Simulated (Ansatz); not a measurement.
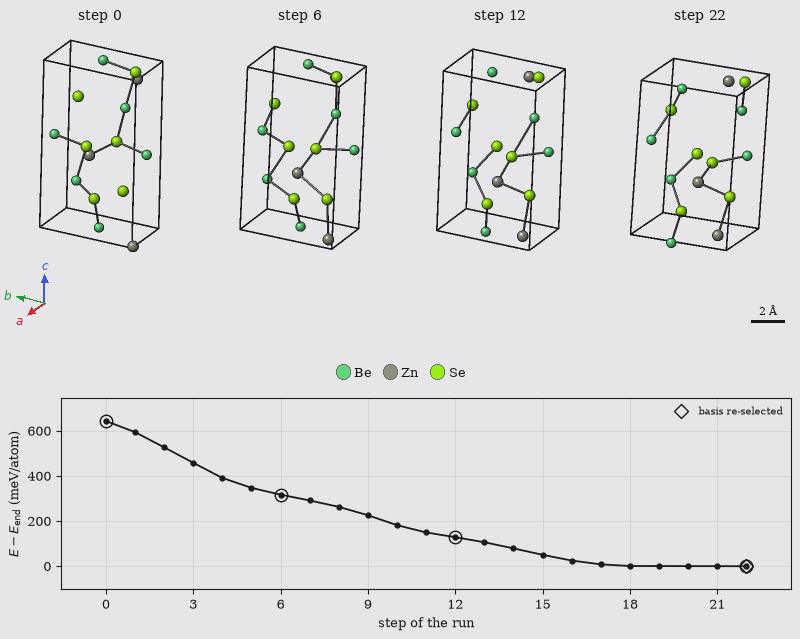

Frames of a relaxation of a crystal of Be$_{2}$ZnSe$_{3}$ (a generated structure, set up in P1) (coarse preliminary run), marked on the history of the run. A ball-and-stick model of the cell of the calculation, seen from a free direction.

Computed with DFT PBE, scalar-relativistic, plane waves, PAW in Ansatz.

Input file:
```yaml
crystal:
  lattice:
    - [0.0124632174, 0.0025223858, 3.3700032484]
    - [3.1266087728, -5.5880118194, 0.0072657379]
    - [9.6574753049, 5.7412944945, 0.0386178073]
  atoms:
    - { symbol: Be, position: [0.4997128787, 0.5024840513, 1.001842866] }
    - { symbol: Be, position: [0.5347250393, -0.0028647998, 0.5032176375] }
    - { symbol: Be, position: [0.4999654692, 0.7608367771, 0.2503519141] }
    - { symbol: Be, position: [0.5065109613, 0.2493746982, 0.7487155942] }
    - { symbol: Zn, position: [-0.0250610269, 0.4913433496, 0.4912286378] }
    - { symbol: Zn, position: [-0.0751361196, 1.0090752138, 0.0003118241] }
    - { symbol: Se, position: [0.0452703743, 0.6904049865, 0.0974448989] }
    - { symbol: Se, position: [0.9879381061, 0.1972194581, 0.6106115862] }
    - { symbol: Se, position: [0.0258326649, 0.794508363, 0.3947473095] }
    - { symbol: Se, position: [0.0226479589, 0.2860805077, 0.9013662054] }
    - { symbol: Se, position: [0.4994161359, 0.2522497698, 0.2505348301] }
    - { symbol: Se, position: [0.4781775578, 0.7692876248, 0.7496266962] }
basis:
  ecutwfc: 420
kpoints:
  mp_grid: { grid: [6, 4, 2] }
hamiltonian:
  xc: pbe
scf:
  occupations: { method: gaussian, width: 0.2 }
  lower_state_search: "off"
output:
  forces: true
  stress: true
  eigenvalues: true
relax:
  adjacent_minimum: "off"
  f_tol: 0.025
  max_steps: 60
  cell: { stress_tol: 0.25 }
```

Command:
```bash
ansatz run input.yaml --threads 1 --pin off --max-ram 2560MiB --backend cpu --events-out ev --progress --plain --runs-dir out
```

Describe the path.

Answer. The largest move relative to the cell is that of Be1, 1.58 Å along [3 2 −1]. Largest moves by element: Be 1.58 Å, Zn 1.26 Å, Se 0.84 Å. Cell: a 3.370 → 3.675 Å (+9.0 %), b 6.403 → 6.433 Å (+0.5 %), c 11.235 → 10.309 Å (−8.2 %), α 91.5° → 94.8°, β 89.6° → 93.0°, γ 89.9° → 82.5°. Volume −0.7 %. Near-neighbour distances that change, for instance: Be1–Se10 2.394 → 4.289 Å, Be4–Se8 2.255 → 3.935 Å, Be2–Se9 2.463 → 4.025 Å, Be3–Se7 2.538 → 3.963 Å. New bonds form: Be1–Se12 (3.35 → 2.20 Å), Be2–Se12 (3.17 → 2.23 Å), Be3–Se11 (3.15 → 2.35 Å), Be4–Se12 (3.08 → 2.22 Å). Bonds break: Be1–Se10 (2.39 → 4.29 Å), Be2–Se9 (2.46 → 4.03 Å), Be3–Se7 (2.54 → 3.96 Å), Be4–Se8 (2.26 → 3.94 Å). Among the angles between lasting bonds that change: Se7–Be1–Se10 177.8° → 108.1°, Se8–Be2–Se9 176.6° → 113.3°, Be2–Se8–Be4 154.4° → 94.9°. The space group stays P1 (No. 1). The energy falls by 644 meV per atom in 21 accepted moves (22 points after the start). The largest force component goes from 2.8 to 0.021 eV/Å. The pressure goes from −1.26 to 0.04 GPa. The SCF was repeated once at an unchanged geometry on a basis and grid sized afresh for the cell, which shifted the energy by 0.4 meV per atom at most. Cost: 6.6 min on 1 thread of AMD EPYC 9R45 96-Core Processor (Zen 5), with other jobs on the host, peak memory 0.84 GiB. From step 0 to 6: Zn5 moves most (0.96 Å), volume −1.9 %, energy −326 meV per atom. From step 6 to 12: Be1 moves most (0.85 Å), volume +2.8 %, energy −189 meV per atom. From step 12 to 22: Be4 moves most (0.95 Å), volume −1.6 %, energy −129 meV per atom.
